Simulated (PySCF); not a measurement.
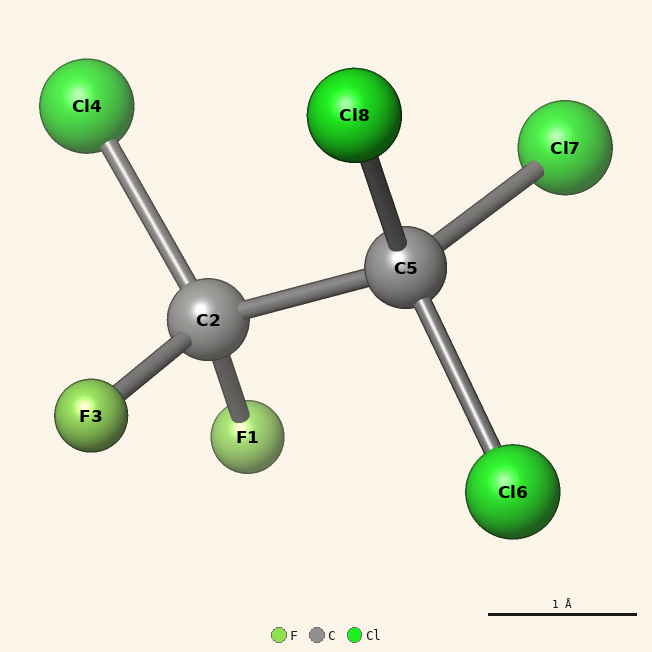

Orthographic view. Depth is shown by fading: the farther an atom, the more it takes the colour of the background. The computed structure is the end point of a PBE0-D3(BJ)/def2-SVP optimisation. No frequency run is at hand to confirm it as a minimum.

Write a MOL file (V2000) with the atoms in numerical order, bonds sorted by atom number with the orders drawn, and coordinates in the frame of the picture: x right, y up, z towards the viewer, origin at the mean position.

```
C2Cl4F2
                    3D

  8  7  0  0  0  0  0  0  0  0999 V2000
   -0.4200   -1.0100   -1.4000 F   0  0  0  0  0  0  0  0  0  0  0  0
   -0.6800   -0.2200   -0.3700 C   0  0  0  0  0  0  0  0  0  0  0  0
   -1.4800   -0.8700    0.4700 F   0  0  0  0  0  0  0  0  0  0  0  0
   -1.5100    1.2300   -0.9500 Cl  0  0  0  0  0  0  0  0  0  0  0  0
    0.6600    0.1400    0.3600 C   0  0  0  0  0  0  0  0  0  0  0  0
    1.3800   -1.3800    0.9100 Cl  0  0  0  0  0  0  0  0  0  0  0  0
    1.7400    0.9500   -0.7700 Cl  0  0  0  0  0  0  0  0  0  0  0  0
    0.3100    1.1700    1.7500 Cl  0  0  0  0  0  0  0  0  0  0  0  0
  1  2  1  0
  2  3  1  0
  2  4  1  0
  2  5  1  0
  5  6  1  0
  5  7  1  0
  5  8  1  0
M  END
```
